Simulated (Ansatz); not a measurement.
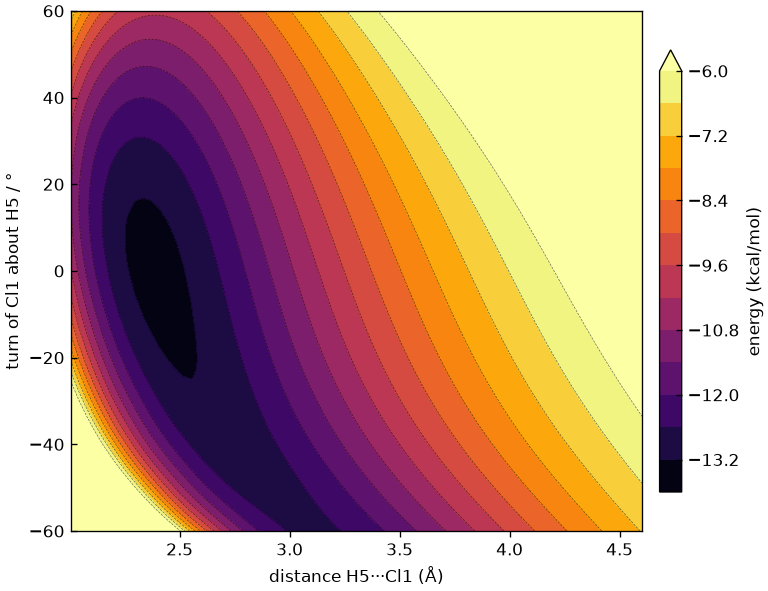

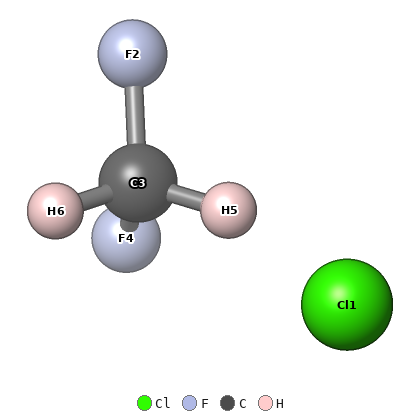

Energy landscape of the pair Cl···CH₂F₂, charge −1. The turn is about an axis along (−0.99, −0.10, −0.06) in the frame of the relaxed pair, normal to the line between the partners. Coordinates scanned: (1) distance H5···Cl1; (2) turn of Cl1 about H5. Grid: 13 × 13 points. Energies are in kcal/mol, from the ion and the molecule far apart, frozen as in the relaxed pair, each in its own basis (no counterpoise correction). All numbers below come from RKS CAM-B3LYP-D4/def2-SVPD in Ansatz 0.2.0.

Drawn: filled contours, one colour for all values above the top of the scale. Between grid points the surface is interpolated. The second picture is the structure at the lowest point.

Q: Describe this landscape.

A: The lowest grid point is at distance H5···Cl1 = 2.377 Å, turn of Cl1 about H5 = 0°, −13.4 kcal/mol from the ion and the molecule far apart, frozen as in the relaxed pair, each in its own basis (no counterpoise correction). It is the only kind of minimum in the scanned range. The highest grid point, distance H5···Cl1 = 2.004 Å, turn of Cl1 about H5 = −60°, lies 42.6 kcal/mol above the lowest.

The values on the grid:

```tsv
turn of Cl1 about H5 ↓, distance H5···Cl1 →	2.004	2.084	2.216	2.377	2.563	2.767	2.989	3.227	3.478	3.742	4.018	4.306	4.604
60	−6.7	−8.2	−9.6	−10.1	−9.8	−9.0	−7.9	−6.7	−5.7	−4.8	−4.0	−3.3	−2.8
50	−8.4	−9.7	−10.8	−11.1	−10.7	−9.8	−8.6	−7.4	−6.3	−5.4	−4.5	−3.9	−3.3
40	−9.6	−10.8	−11.8	−12.0	−11.4	−10.4	−9.2	−8.0	−6.9	−5.9	−5.0	−4.3	−3.7
30	−10.4	−11.5	−12.5	−12.6	−12.0	−11.0	−9.8	−8.5	−7.3	−6.3	−5.5	−4.7	−4.1
20	−10.7	−11.9	−12.9	−13.1	−12.5	−11.5	−10.2	−8.9	−7.8	−6.8	−5.9	−5.1	−4.5
10	−10.7	−11.9	−13.0	−13.3	−12.9	−11.9	−10.6	−9.3	−8.2	−7.1	−6.2	−5.4	−4.8
0	−10.1	−11.6	−12.9	−13.4	−13.1	−12.2	−11.0	−9.7	−8.5	−7.5	−6.5	−5.7	−5.0
−10	−9.1	−10.8	−12.5	−13.3	−13.2	−12.4	−11.3	−10.1	−8.9	−7.8	−6.8	−6.0	−5.3
−20	−7.3	−9.5	−11.8	−13.0	−13.2	−12.7	−11.6	−10.4	−9.3	−8.2	−7.2	−6.3	−5.6
−30	−4.5	−7.3	−10.5	−12.4	−13.1	−12.9	−12.0	−10.9	−9.7	−8.6	−7.6	−6.7	−5.9
−40	0.5	−3.4	−8.0	−11.1	−12.7	−13.0	−12.4	−11.5	−10.3	−9.1	−8.0	−7.1	−6.2
−50	10.0	4.2	−2.9	−8.2	−11.4	−12.7	−12.8	−12.1	−11.0	−9.8	−8.6	−7.6	−6.6
−60	29.1	19.9	8.3	−1.2	−7.7	−11.2	−12.6	−12.6	−11.8	−10.7	−9.4	−8.2	−7.2
```

The input of one point:

```yaml
crystal:
  periodic: [false, false, false]
  atoms:
    - { symbol: Cl, position_ang: [0.172734, 0.056975, -2.878284] }
    - { symbol: F, position_ang: [-1.118651, -0.550492, 1.110633] }
    - { symbol: C, position_ang: [-0.034001, 0.026371, 0.502613] }
    - { symbol: F, position_ang: [1.063876, -0.322574, 1.245403] }
    - { symbol: H, position_ang: [0.067133, -0.328069, -0.535055] }
    - { symbol: H, position_ang: [-0.151579, 1.116371, 0.563215] }
total_charge: -1
basis:
  gaussian: { orbitals: def2-SVPD }
hamiltonian:
  xc: { name: CAM-B3LYP }
  dispersion: d4
output:
  forces: true
```

Time for the 169 points that were run: 12 min on 1 thread of Arm Neoverse V1, with other jobs on the host.
